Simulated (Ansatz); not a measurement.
Reaction (SMILES): [C-]#[S+] (C-S) → C atom + S atom
B3LYP-D3(BJ)/def2-TZVP geometries, fixed; electronic energies without zero-point terms.
Largest species:
```
C
S 1 1.5320
```

Basis-set convergence of the atomisation energy at MP2 with Ansatz (a program for electronic structure). All functions are spherical. Cores are frozen. Open shells are unrestricted. No added dispersion term, no relativity. Functions are those of the species that has most. Reference: Hartree-Fock in aug-cc-pV(5+d)Z plus the correlation part extrapolated as X^-3 from aug-cc-pV(Q+d)Z and aug-cc-pV(5+d)Z, 179.86 kcal/mol, itself unsure by roughly 0.54 kcal/mol (a third of the extrapolation step and of the last Hartree-Fock step). Deviations are taken from unrounded values.

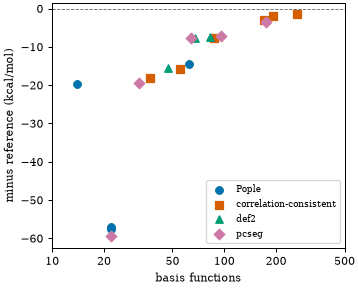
Figure: Deviation from the reference against the number of basis functions, by family of sets.

```
basis            functions  atomisation energy (kcal/mol)  minus reference (kcal/mol)
---------------  ---------  -----------------------------  --------------------------
STO-3G                  14                         160.25                      -19.61
3-21G                   22                         122.25                      -57.61
6-31G                   22                         122.90                      -56.96
pcseg-0                 22                         120.34                      -59.52
pcseg-1                 32                         160.45                      -19.41
cc-pV(D+d)Z             37                         161.79                      -18.07
def2-SVPD               47                         164.35                      -15.51
aug-cc-pV(D+d)Z         55                         164.17                      -15.69
6-311++G(2d,2p)         62                         165.40                      -14.46
pcseg-2                 64                         172.25                       -7.61
def2-TZVP               68                         172.22                       -7.64
def2-TZVPD              83                         172.38                       -7.48
jun-cc-pV(T+d)Z         87                         172.21                       -7.66
aug-pcseg-2             96                         172.69                       -7.17
aug-cc-pV(Q+d)Z        169                         176.77                       -3.09
aug-pcseg-3            174                         176.38                       -3.48
cc-pV(5+d)Z            191                         177.80                       -2.06
aug-cc-pV(5+d)Z        263                         178.31                       -1.55
```
